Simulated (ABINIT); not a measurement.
**WS2 (Tungstenite): zone-centre phonons**

Which modes does WS2 (Tungstenite) have at the zone centre?

Calculated with ABINIT 10.8.3; DFT LDA, scalar-relativistic, plane waves, PseudoDojo norm-conserving pseudopotentials.

## Step 1: Starting point

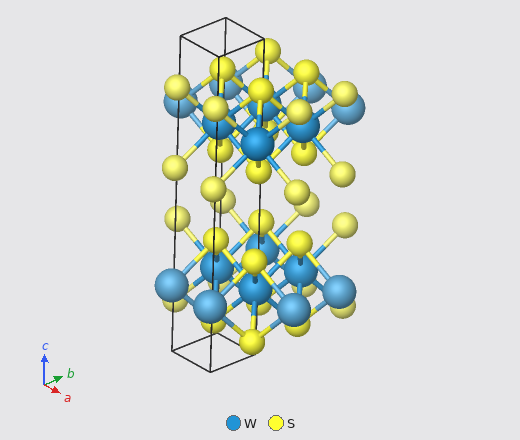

The cell as given, slightly off an axis (tungsten blue, sulfur yellow). 2×2×1 cells are drawn. Some periodic images of atoms are drawn too.

Coordinates:

```cif
data_structure
_symmetry_space_group_name_H-M 'P6_3/mmc'
_symmetry_Int_Tables_number 194
_cell_length_a 3.1532
_cell_length_b 3.1532
_cell_length_c 12.3230
_cell_angle_alpha 90.000
_cell_angle_beta 90.000
_cell_angle_gamma 120.000
_cell_volume 106.11
loop_
_atom_site_label
_atom_site_type_symbol
_atom_site_symmetry_multiplicity
_atom_site_Wyckoff_symbol
_atom_site_fract_x
_atom_site_fract_y
_atom_site_fract_z
_atom_site_occupancy
W1 W 2 c 0.33333 0.66667 0.25000 1
S1 S 4 f 0.33333 0.66667 0.62250 1
```

## Step 2: A first look

A first run with smearing and empty bands tells whether the crystal has a gap, which decides between fixed occupations and smearing later on.

Contents of probe.abi:

```
# ground state
tolvrs 1.0d-08
prtden 1
prtwf 1

# basis, mesh and filling
ecut 29.0
ngkpt 6 6 2
nshiftk 1
shiftk 0.0 0.0 0.0
istwfk *1
occopt 7
tsmear 0.005
nband 36
nstep 100
diemac 9.0
prtebands 0
prtgsr 0
useylm 1

# cell and atoms
acell 3*1.0 Angstrom
rprim 
    3.1532 0.0 0.0
    -1.5766 2.730751303 0.0
    0.0 0.0 12.323
ntypat 2
znucl 74 16
natom 6
typat 1 1 2 2 2 2
xred 
    1/3 2/3 0.25
    2/3 1/3 0.75
    1/3 2/3 0.6225000000
    2/3 1/3 0.1225000000
    1/3 2/3 0.8775000000
    2/3 1/3 0.3775000000
pp_dirpath "./pseudo"
pseudos "W.upf, S.upf"
```

The run is started by

```sh
OMP_NUM_THREADS=1 mpirun -n 4 abinit probe.abi > probe.log
```

Numbers of over 12 decimals in the logs are rounded to 6 here.

probe.abo, the main output file:

```text
[banners, grids, parts of the stress and lines that vanish by symmetry left out]
- input  file    -> probe.abi
- output file    -> probe.abo
- root for input  files -> probei
[...]
Symmetries : space group P6_3/m m c (#194); Bravais hP (primitive hexag.)
[...]
mpw =        5384          nfft =      108000          nkpt =          14
[...]
== DATASET  1 ==================================================================
[...]
cutoff_energies: {ecut:  29.0, pawecutdg:  -1.0, }
[...]
ETOT  1  -196.12427025255    -1.961E+02 1.042E-01 1.574E+02
 ETOT  2  -196.19002979391    -6.576E-02 2.971E-02 7.391E+02
 ETOT  3  -196.28394681434    -9.392E-02 6.403E-03 1.003E+01
 ETOT  4  -196.28491449340    -9.677E-04 1.941E-03 1.966E+00
 ETOT  5  -196.28504436736    -1.299E-04 5.326E-04 3.250E-03
 ETOT  6  -196.28504493321    -5.658E-07 2.008E-04 8.194E-05
 ETOT  7  -196.28504494427    -1.106E-08 1.445E-04 1.939E-06
 ETOT  8  -196.28504494469    -4.164E-10 1.511E-04 3.740E-08
 ETOT  9  -196.28504494470    -1.086E-11 1.710E-04 1.199E-09
 At SCF step    9       vres2   =  1.20E-09 < tolvrs=  1.00E-08 =>converged.
[...]
sigma(1 1)=  1.49111857E-04  sigma(3 2)=  0.00000000E+00
  sigma(2 2)=  1.49111858E-04  sigma(3 1)=  0.00000000E+00
  sigma(3 3)=  1.53000153E-04  sigma(2 1)=  0.00000000E+00
[...]
convergence: {deltae: -1.086E-11, res2:  1.199E-09, residm:  1.710E-04, diffor: null, }
etotal    :  -1.96285045E+02
[...]
sigma(1 1)=  1.49111857E-04  sigma(3 2)=  0.00000000E+00
  sigma(2 2)=  1.49111858E-04  sigma(3 1)=  0.00000000E+00
  sigma(3 3)=  1.53000153E-04  sigma(2 1)=  0.00000000E+00
[...]
- sigma(1 1)=  4.38702228E+00  sigma(3 2)=  0.00000000E+00
- sigma(2 2)=  4.38702231E+00  sigma(3 1)=  0.00000000E+00
- sigma(3 3)=  4.50141991E+00  sigma(2 1)=  0.00000000E+00
[...]
fcart      7.8326882093E-28  1.1479442564E-27 -0.0000000000E+00
           strten      1.4911185667E-04  1.4911185760E-04  1.5300015287E-04
================================================================================

[key lines of the parts left out:]
pressure_GPa:  -4.4252E+00
```

Run time: 57 s. Hardware: 4 MPI ranks of Intel Xeon Platinum 8259CL at 2.50GHz (Skylake/Cascade Lake), shared host.

Numbers from this step:

| Item | Value |
| --- | --- |
| volume per atom | 17.68 Å³ |
| pressure | -4.425 GPa |
| gap on the k-mesh | 0.9078 eV |

A gap of 0.91 eV opens on this mesh, so the crystal is taken as an insulator; the printed pressure holds the stress of the finite basis too.

## Step 3: Relaxing the cell and atoms

The harmonic expansion needs vanishing forces, and a free crystal bears no stress, so cell and atoms are brought to rest. Stress is more sensitive to the basis than forces are: the last 3 Ha under the cutoff are smoothed with ecutsm, and the cutoff is raised above that of the later runs.

Contents of relax.abi:

```
# relaxation
ionmov 2
optcell 2
dilatmx 1.08
ntime 40
tolmxf 1.0d-05
tolvrs 1.0d-14
prtwf 0
prtden 0
chksymtnons 0

# basis, mesh and filling
ecut 36.0
ecutsm 3.0
ngkpt 9 9 2
nshiftk 1
shiftk 0.0 0.0 0.0
istwfk *1
occopt 1
nband 26
nstep 100
diemac 9.0
prtebands 0
prtgsr 0
useylm 1

# cell and atoms
acell 3*1.0 Angstrom
rprim 
    3.1532 0.0 0.0
    -1.5766 2.730751303 0.0
    0.0 0.0 12.323
ntypat 2
znucl 74 16
natom 6
typat 1 1 2 2 2 2
xred 
    1/3 2/3 0.25
    2/3 1/3 0.75
    1/3 2/3 0.6225000000
    2/3 1/3 0.1225000000
    1/3 2/3 0.8775000000
    2/3 1/3 0.3775000000
pp_dirpath "./pseudo"
pseudos "W.upf, S.upf"
```

The run is started by

```sh
OMP_NUM_THREADS=1 mpirun -n 4 abinit relax.abi > relax.log
```

relax.abo, the main output file:

```text
[banners, grids, parts of the stress and lines that vanish by symmetry left out]
- input  file    -> relax.abi
- output file    -> relax.abo
- root for input  files -> relaxi
[...]
Symmetries : space group P6_3/m m c (#194); Bravais hP (primitive hexag.)
[...]
mpw =        9334          nfft =      186624          nkpt =          24
[...]
== DATASET  1 ==================================================================
[...]
cutoff_energies: {ecut:  36.0, pawecutdg:  -1.0, }
[...]
ETOT  1  -195.83480740675    -1.958E+02 1.168E-01 5.004E+02
 ETOT  2  -195.85087571451    -1.607E-02 2.023E-02 6.591E+03
 ETOT  3  -196.26030021807    -4.094E-01 2.279E-03 3.626E+02
 ETOT  4  -196.28517605390    -2.488E-02 5.266E-04 1.092E+01
 ETOT  5  -196.28568848877    -5.124E-04 1.058E-04 1.931E+00
[...]
At SCF step   19       vres2   =  4.90E-16 < tolvrs=  1.00E-14 =>converged.
[...]
sigma(1 1)=  1.41212982E-04  sigma(3 2)=  0.00000000E+00
  sigma(2 2)=  1.41212983E-04  sigma(3 1)=  0.00000000E+00
  sigma(3 3)=  1.44995739E-04  sigma(2 1)=  0.00000000E+00
[...]
convergence: {deltae: -1.933E-12, res2:  4.901E-16, residm:  1.075E-12, diffor: null, }
etotal    :  -1.96285797E+02
[...]
ETOT  1  -196.14859494018    -1.961E+02 3.726E+02 2.975E+03
[...]
At SCF step   17       vres2   =  3.47E-15 < tolvrs=  1.00E-14 =>converged.
[...]
sigma(1 1)=  6.22767723E-05  sigma(3 2)=  0.00000000E+00
  sigma(2 2)=  6.22767733E-05  sigma(3 1)=  0.00000000E+00
  sigma(3 3)=  4.21025831E-05  sigma(2 1)=  0.00000000E+00
[...]
convergence: {deltae: -1.077E-11, res2:  3.469E-15, residm:  2.338E-16, diffor: null, }
etotal    :  -1.96286846E+02
[...]
ETOT  1  -196.23375750714    -1.962E+02 1.346E+03 1.163E+03
[...]
At SCF step   16       vres2   =  5.53E-15 < tolvrs=  1.00E-14 =>converged.
[...]
sigma(1 1)=  1.15055423E-05  sigma(3 2)=  0.00000000E+00
  sigma(2 2)=  1.15055432E-05  sigma(3 1)=  0.00000000E+00
  sigma(3 3)= -1.27844069E-05  sigma(2 1)=  0.00000000E+00
[...]
convergence: {deltae: -4.889E-12, res2:  5.525E-15, residm:  3.966E-14, diffor: null, }
etotal    :  -1.96287023E+02
[...]
ETOT  1  -196.28639822830    -1.963E+02 3.200E-03 1.426E+01
[...]
At SCF step   14       vres2   =  9.82E-15 < tolvrs=  1.00E-14 =>converged.
[...]
sigma(1 1)=  6.76715369E-06  sigma(3 2)=  0.00000000E+00
  sigma(2 2)=  6.76715464E-06  sigma(3 1)=  0.00000000E+00
  sigma(3 3)= -9.84212243E-06  sigma(2 1)=  0.00000000E+00
[...]
convergence: {deltae:  1.421E-13, res2:  9.823E-15, residm:  7.105E-17, diffor: null, }
etotal    :  -1.96287040E+02
[...]
ETOT  1  -196.28409643340    -1.963E+02 2.500E-04 6.588E+01
[...]
sigma(1 1)= -1.93415210E-06  sigma(3 2)=  0.00000000E+00
  sigma(2 2)= -1.93415115E-06  sigma(3 1)=  0.00000000E+00
[...]
convergence: {deltae: -1.080E-12, res2:  1.098E-15, residm:  4.731E-17, diffor: null, }
etotal    :  -1.96287064E+02
[...]
ETOT  1  -196.28705796276    -1.963E+02 6.589E-05 1.543E-01
[...]
convergence: {deltae:  1.478E-12, res2:  4.880E-15, residm:  1.966E-17, diffor: null, }
etotal    :  -1.96287066E+02
[...]
ETOT  1  -196.28352141132    -1.963E+02 1.220E-02 6.693E+01
[...]
convergence: {deltae:  1.592E-12, res2:  8.896E-15, residm:  2.497E-17, diffor: null, }
etotal    :  -1.96287090E+02
[...]
ETOT  1  -196.28533657529    -1.963E+02 1.863E-03 3.269E+01
[...]
convergence: {deltae:  3.354E-12, res2:  3.265E-15, residm:  1.029E-16, diffor: null, }
etotal    :  -1.96287100E+02
[...]
ETOT  1  -196.28671292876    -1.963E+02 2.532E-05 7.111E+00
[...]
convergence: {deltae: -8.669E-12, res2:  6.155E-15, residm:  2.603E-17, diffor: null, }
etotal    :  -1.96287104E+02
[...]
ETOT  1  -196.28710258116    -1.963E+02 6.698E-08 2.411E-02
[...]
At SCF step   11       vres2   =  6.40E-15 < tolvrs=  1.00E-14 =>converged.
[...]
sigma(2 2)=  6.88673592E-08  sigma(3 1)=  0.00000000E+00
  sigma(3 3)=  2.51874952E-07  sigma(2 1)=  0.00000000E+00
[...]
convergence: {deltae:  1.165E-12, res2:  6.402E-15, residm:  1.146E-16, diffor: null, }
etotal    :  -1.96287104E+02
[...]
ETOT  1  -196.28710333915    -1.963E+02 3.989E-10 1.064E-02
[...]
ETOT 11  -196.28710392360    -6.196E-12 2.108E-17 2.187E-14
 ETOT 12  -196.28710392359     2.387E-12 1.714E-18 6.207E-15
 At SCF step   12       vres2   =  6.21E-15 < tolvrs=  1.00E-14 =>converged.
[...]
sigma(1 1)=  4.09339860E-09  sigma(3 2)=  0.00000000E+00
  sigma(2 2)=  4.09436181E-09  sigma(3 1)=  0.00000000E+00
  sigma(3 3)=  3.32271977E-09  sigma(2 1)=  0.00000000E+00
[...]
convergence: {deltae:  2.387E-12, res2:  6.207E-15, residm:  1.714E-18, diffor: null, }
etotal    :  -1.96287104E+02
[...]
At Broyd/MD step  11, gradients are converged :
[...]
sigma(1 1)=  4.09339860E-09  sigma(3 2)=  0.00000000E+00
  sigma(2 2)=  4.09436181E-09  sigma(3 1)=  0.00000000E+00
  sigma(3 3)=  3.32271977E-09  sigma(2 1)=  0.00000000E+00
[...]
- sigma(1 1)=  1.20431945E-04  sigma(3 2)=  0.00000000E+00
- sigma(2 2)=  1.20460283E-04  sigma(3 1)=  0.00000000E+00
- sigma(3 3)=  9.77577908E-05  sigma(2 1)=  0.00000000E+00
[...]
fcart     -1.0335089065E-27  1.3688923042E-27  1.7646519734E-23
           strten      4.0933985975E-09  4.0943618114E-09  3.3227197738E-09
================================================================================

[key lines of the parts left out:]
pressure_GPa:  -1.1288E-04
Total energy (etotal) [Ha]= -1.96287103923595E+02
```

It took 26 min on 4 MPI ranks.

Step by step:

```tsv
step	energy less that of the first step (eV)	largest force (eV/Å)	volume (Å³)
1	0.0000	0.3891	106.11
2	-0.0285	0.0810	104.75
3	-0.0333	0.0812	103.92
4	-0.0338	0.0717	103.83
5	-0.0345	0.0222	103.63
6	-0.0345	0.0185	103.61
7	-0.0352	0.0212	103.21
8	-0.0355	0.0231	102.94
9	-0.0355	0.0083	102.81
10	-0.0356	0.0011	102.81
11	-0.0356	0.0000	102.82
```

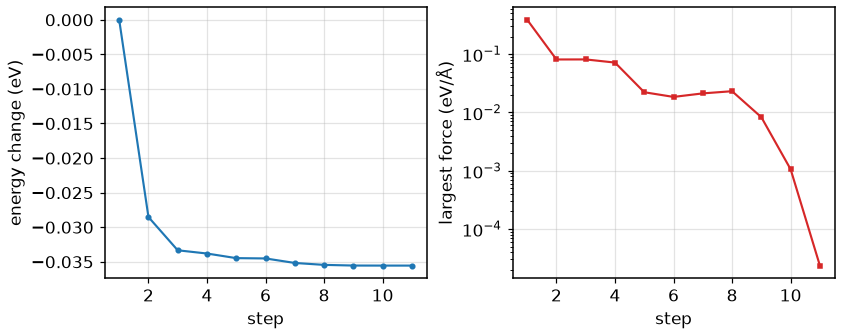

Energy and largest force along the relaxation.

```tsv
conventional cell, symmetrised	before	after	change
a (Å)	3.153	3.125	-0.9 %
b (Å)	3.153	3.125	-0.9 %
c (Å)	12.323	12.157	-1.3 %
volume (Å³/atom)	17.68	17.14	-3.1 %
```

The atoms that moved most (Å, as changes of fractional coordinates times the final cell):

```tsv
atom	dx	dy	dz	length
S3	0.000	0.000	-0.011	0.011
S5	0.000	0.000	0.011	0.011
S6	0.000	0.000	0.011	0.011
S4	0.000	0.000	-0.011	0.011
```

Final coordinates:

```
W S
1.0
     3.12503    0.00000    0.00000
    -1.56251    2.70635    0.00000
     0.00000    0.00000   12.15699
W S
2 4
Direct
  0.33333 0.66667 0.25000
  0.66667 0.33333 0.75000
  0.33333 0.66667 0.62159
  0.66667 0.33333 0.12159
  0.33333 0.66667 0.87841
  0.66667 0.33333 0.37841
```

This step gave:

- volume per atom: 17.14 Å³
- pressure: -1.13e-4 GPa

The volume changes by -3.1 % in this run and stands -3.1 % from the first cell.

## Step 4: Self-consistent run for the response

First-order wavefunctions inherit every error of the ground state, hence the very tight tolvrs. The mesh is shifted off Γ, since shifted meshes converge sums over the zone faster.

Contents of gs.abi:

```
# ground state
tolvrs 1.0d-16
prtden 1
prtwf 1

# basis, mesh and filling
ecut 29.0
ngkpt 9 9 2
nshiftk 1
shiftk 0.0 0.0 0.5
istwfk *1
occopt 1
nband 26
nstep 100
diemac 9.0
prtebands 0
prtgsr 0
useylm 1

# cell and atoms
acell 3*1.0 Angstrom
rprim 
    3.125026488 0.0 0.0
    -1.562513244 2.706352326 0.0
    0.0 0.0 12.15698767
ntypat 2
znucl 74 16
natom 6
typat 1 1 2 2 2 2
xred 
    1/3 2/3 0.25
    2/3 1/3 0.75
    1/3 2/3 0.6215890696
    2/3 1/3 0.1215890696
    1/3 2/3 0.8784109304
    2/3 1/3 0.3784109304
pp_dirpath "./pseudo"
pseudos "W.upf, S.upf"
```

The run is started by

```sh
OMP_NUM_THREADS=1 mpirun -n 4 abinit gs.abi > gs.log
```

gs.abo, the main output file:

```text
[banners, grids, parts of the stress and lines that vanish by symmetry left out]
- input  file    -> gs.abi
- output file    -> gs.abo
- root for input  files -> gsi
[...]
Symmetries : space group P6_3/m m c (#194); Bravais hP (primitive hexag.)
[...]
mpw =        5202          nfft =      108000          nkpt =          12
[...]
== DATASET  1 ==================================================================
[...]
cutoff_energies: {ecut:  29.0, pawecutdg:  -1.0, }
[...]
ETOT  1  -195.84940578780    -1.958E+02 8.329E-02 2.659E+02
 ETOT  2  -195.88734474911    -3.794E-02 4.738E-03 3.578E+03
 ETOT  3  -196.26014861839    -3.728E-01 2.087E-03 2.225E+02
 ETOT  4  -196.28581860108    -2.567E-02 2.711E-04 7.255E+00
 ETOT  5  -196.28634584824    -5.272E-04 7.302E-05 1.416E+00
[...]
ETOT 21  -196.28647495121     5.400E-12 8.026E-15 2.130E-16
 ETOT 22  -196.28647495121     8.527E-14 1.139E-15 4.251E-18
 At SCF step   22       vres2   =  4.25E-18 < tolvrs=  1.00E-16 =>converged.
[...]
sigma(1 1)=  8.03641198E-06  sigma(3 2)=  0.00000000E+00
  sigma(2 2)=  8.03641247E-06  sigma(3 1)=  0.00000000E+00
  sigma(3 3)=  8.79387683E-06  sigma(2 1)=  0.00000000E+00
[...]
convergence: {deltae:  8.527E-14, res2:  4.251E-18, residm:  1.139E-15, diffor: null, }
etotal    :  -1.96286475E+02
[...]
sigma(1 1)=  8.03641198E-06  sigma(3 2)=  0.00000000E+00
  sigma(2 2)=  8.03641247E-06  sigma(3 1)=  0.00000000E+00
  sigma(3 3)=  8.79387683E-06  sigma(2 1)=  0.00000000E+00
[...]
- sigma(1 1)=  2.36439404E-01  sigma(3 2)=  0.00000000E+00
- sigma(2 2)=  2.36439418E-01  sigma(3 1)=  0.00000000E+00
- sigma(3 3)=  2.58724789E-01  sigma(2 1)=  0.00000000E+00
[...]
fcart      4.5595981143E-28 -1.7549901325E-29  4.5175090518E-21
           strten      8.0364119821E-06  8.0364124720E-06  8.7938768307E-06
================================================================================

[key lines of the parts left out:]
pressure_GPa:  -2.4387E-01
```

It took 67 s on 4 MPI ranks.

This step gave:

- pressure: -0.2439 GPa

The cell stands at -0.24 GPa: the relaxation ran with a smoothed and higher cutoff and on another k mesh.

## Step 5: The gap at rest

Empty bands on the ground state's density check that the gap assumed so far is there in this cell.

Contents of gap.abi:

```
# empty bands on the ground state's density
iscf -2
getden_filepath "gso_DEN"
tolwfr 1.0d-12
nbdbuf 2
prtwf 0

# basis, mesh and filling
ecut 29.0
ngkpt 9 9 2
nshiftk 1
shiftk 0.0 0.0 0.0
istwfk *1
occopt 1
nband 30
nstep 100
diemac 9.0
prtebands 0
prtgsr 0
useylm 1

# cell and atoms
acell 3*1.0 Angstrom
rprim 
    3.125026488 0.0 0.0
    -1.562513244 2.706352326 0.0
    0.0 0.0 12.15698767
ntypat 2
znucl 74 16
natom 6
typat 1 1 2 2 2 2
xred 
    1/3 2/3 0.25
    2/3 1/3 0.75
    1/3 2/3 0.6215890696
    2/3 1/3 0.1215890696
    1/3 2/3 0.8784109304
    2/3 1/3 0.3784109304
pp_dirpath "./pseudo"
pseudos "W.upf, S.upf"
```

The run is started by

```sh
OMP_NUM_THREADS=1 mpirun -n 4 abinit gap.abi > gap.log
```

gap.abo, the main output file:

```text
[banners, grids, parts of the stress and lines that vanish by symmetry left out]
- input  file    -> gap.abi
- output file    -> gap.abo
- root for input  files -> gapi
[...]
Symmetries : space group P6_3/m m c (#194); Bravais hP (primitive hexag.)
[...]
mpw =        5217          nfft =      108000          nkpt =          24
[...]
== DATASET  1 ==================================================================
[...]
cutoff_energies: {ecut:  29.0, pawecutdg:  -1.0, }
[...]
-outvars: echo values of variables after computation
            acell      1.8897261259E+00  1.8897261259E+00  1.8897261259E+00 Bohr
================================================================================
```

Wall time 2.1 min (4 MPI ranks); 8.3 min of CPU time.

Read from the output:

| Quantity | Value |
| --- | --- |
| gap on the k-mesh | 0.9627 eV |

In this cell the gap on the mesh is 0.96 eV, indirect (smallest direct 1.9 eV), so fixed occupations hold.

(Part 1 of 2 ends here.)

[Host names and launcher messages were left out of these logs when they were recorded.]

[Logs are printed without paths, hosts, clocks, repeated set-up lines and the standing remarks that a program may print on its own settings, such as how far it seeks lower states.]

[Hosts, paths, dates, database ids (printed as entryN), source tags and the programs' standing remarks are cut or masked in the printed files.]
